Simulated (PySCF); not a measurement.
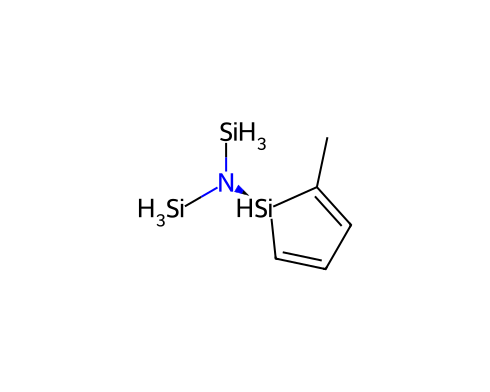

Computed geometry: GFN2-xTB optimisation. No frequency run is at hand to confirm it as a minimum. Properties computed with PBE0/pcSseg-1, gas phase (PySCF 2.14.0).

Computed properties:

The species is C5H13NSi3 (`CC1=CC=C[Si@H]1N([SiH3])[SiH3]`).
- dipole moment: 0.52 D
- HOMO energy (Kohn–Sham orbital): −6.41 eV
- LUMO energy (Kohn–Sham orbital): −1.57 eV
- HOMO–LUMO gap: 4.85 eV

The geometry is semi-empirical. Around Si such bond lengths and angles can be off by a tenth of an ångström or more and by several degrees, and values that hang on the shape move with them.
